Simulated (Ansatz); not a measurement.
# SVWN5/def2-SVPD run of SiHF3 (SMILES F[SiH](F)F)

Aim: the vertical ionisation energy of SiHF3 at SVWN5/def2-SVPD, from 2 runs. 

Program for the calculation: Ansatz 0.2.0.

55 further runs of the same task are left out: 55 set aside as unsound or not needed.

## Step 1: The structure to begin with

SiHF3 has 5 atoms, charge 0, and is taken as a singlet. SMILES: `F[SiH](F)F`. The coordinates come from a PBE0-D4/def2-TZVP relaxation.

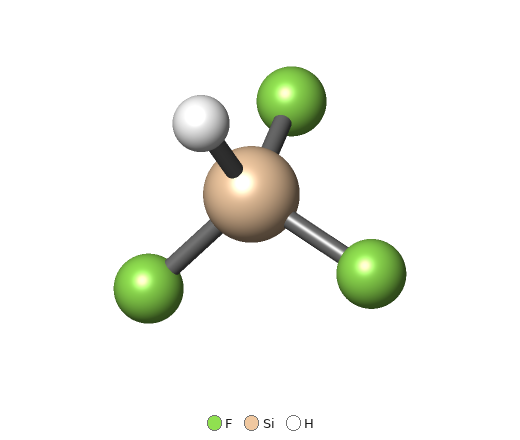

Viewed from a chosen angle; fluorine green, silicon light orange, hydrogen white.

## Step 2: A single-point energy at SVWN5/def2-SVPD

Contents of job.yaml:

```yaml
crystal:
  periodic: [false, false, false]
  atoms:
    - {symbol: F, position_ang: [-0.447100, -0.082200, 1.491300]}
    - {symbol: Si, position_ang: [0.040700, 0.001700, -0.001800]}
    - {symbol: F, position_ang: [-0.597100, 1.281400, -0.657200]}
    - {symbol: F, position_ang: [-0.495900, -1.263300, -0.767200]}
    - {symbol: H, position_ang: [1.499400, 0.062400, -0.065100]}
basis:
  gaussian:
    orbitals: def2-SVPD
accuracy: high
output: {orbitals: {seedname: orbitals}}
hamiltonian:
  xc: {name: SVWN5}
magnetization:
  spin_polarized: false
```

Run with:

```bash
$ ansatz run job.yaml --threads 1 --pin off --max-ram 3480MiB --events-out events.jsonl --progress --plain --runs-dir runs
```

Log:

```text
Warning: RAYON_NUM_THREADS=1 ignored (pool sized by the plan → 1); use --threads N
Functional definition: SVWN5
  name "SVWN5"
  exchange = slater_x
  correlation = vwn5_c
1966 factors; integrals over basis functions are off by at most 3.3e-9 eV
mean field evaluation 1: about -15954.2380 eV, gradient 5.2e1 eV
mean field evaluation 2: about -15941.6957 eV, gradient 1.1e2 eV
mean field evaluation 4: about -15958.1734 eV, gradient 8.2e-1 eV
mean field evaluation 8: about -15958.1760 eV, gradient 6.0e-3 eV
mean field evaluation 16: about -15958.1760 eV, gradient 9.3e-7 eV
mean field -15958.17595825 eV, -586.4521496254 hartree, gradient 1.1e-8 eV, S^2 0.000000; 0 other end points of the search recorded, 0 dependent functions left out
reference -15958.17596191 eV, -586.4521497599 hartree; 21, 21 occupied and 80, 80 virtual orbitals, 1966 factors
Total energy: -15958.17596191 eV, -586.4521497599 hartree
```

Run time: 3.6 s. Hardware: 1 thread of Arm Neoverse V2, shared host; peak memory 0.24 GiB.

## Step 3: The doublet cation at the same level

Contents of run.yaml:

```yaml
crystal:
  periodic: [false, false, false]
  atoms:
    - {symbol: F, position_ang: [-0.447100, -0.082200, 1.491300]}
    - {symbol: Si, position_ang: [0.040700, 0.001700, -0.001800]}
    - {symbol: F, position_ang: [-0.597100, 1.281400, -0.657200]}
    - {symbol: F, position_ang: [-0.495900, -1.263300, -0.767200]}
    - {symbol: H, position_ang: [1.499400, 0.062400, -0.065100]}
basis:
  gaussian:
    orbitals: def2-SVPD
total_charge: 1
magnetization:
  spin_polarized: true
  initial_magnetization: 1
hamiltonian:
  xc: {name: SVWN5}
accuracy: high
output: {orbitals: {seedname: orbitals}}
```

Run with:

```bash
$ ansatz run run.yaml --threads 1 --pin off --max-ram 3480MiB --events-out events.jsonl --progress --plain --runs-dir runs
```

Log:

```text
Warning: RAYON_NUM_THREADS=1 ignored (pool sized by the plan → 1); use --threads N
[... 4 set-up lines as earlier in the session ...]
1965 factors; integrals over basis functions are off by at most 3.3e-9 eV
mean field evaluation 1: about -15927.1893 eV, gradient 7.2e1 eV
mean field evaluation 2: about -15804.5616 eV, gradient 2.0e2 eV
mean field evaluation 4: about -15941.6401 eV, gradient 1.9e1 eV
mean field evaluation 8: about -15944.4531 eV, gradient 7.0e-1 eV
mean field evaluation 16: about -15944.4569 eV, gradient 5.9e-4 eV
mean field evaluation 32: about -15944.4341 eV, gradient 1.1e0 eV
mean field -15944.45691903 eV, -585.9479842331 hartree, gradient 2.5e-8 eV, S^2 0.751916; 6 other end points of the search recorded, 0 dependent functions left out
reference -15944.45692326 eV, -585.9479843887 hartree; 21, 20 occupied and 80, 81 virtual orbitals, 1965 factors
Total energy: -15944.45692326 eV, -585.9479843887 hartree
```

Wall time 7.2 s (1 thread of Arm Neoverse V2, shared host); peak memory 0.31 GiB.

## Step 4: Results

At SVWN5/def2-SVPD:

| quantity | value |
| --- | --- |
| singlet SiHF3: total energy | -586.45215 Eh |
| singlet SiHF3: HOMO energy | -9.77 eV |
| singlet SiHF3: LUMO energy | -0.29 eV |
| singlet SiHF3: HOMO–LUMO gap | 9.48 eV |
| doublet cation: total energy | -585.94798 Eh |
| doublet cation: HOMO energy (highest over α and β) | -17.80 eV |
| doublet cation: LUMO energy (lowest over α and β) | -17.61 eV |
| doublet cation: ⟨S²⟩ | 0.752 |
| vertical ionisation energy (to the doublet cation) | 13.719 eV |

**Reading.** Removing an electron at fixed nuclei costs 13.72 eV (316 kcal/mol). The negative HOMO energy of the first species, 9.77 eV, lies 3.95 eV below that difference.
